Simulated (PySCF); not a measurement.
H4Ge, SMILES [GeH4], B3LYP/def2-SVP optimised geometry. Atoms within 1.6 Å of the plane z = 0.8 Å (x, y, z in Å): Ge1 (-0.51, -0.36, 0.00), H2 (1.03, -0.36, 0.00), H3 (-1.03, -1.09, 1.26), H5 (-1.03, 1.09, 0.00).

Computed with B3LYP/def2-TZVP run with PySCF.

Map of the log10 of the electron density (e/bohr³), floored at −4 on the plane z = 0.8 Å:

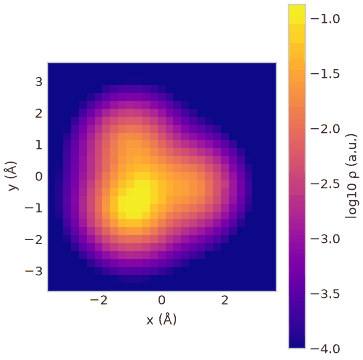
Log10 of the electron density (e/bohr³), floored at −4 on the plane z = 0.8 Å.
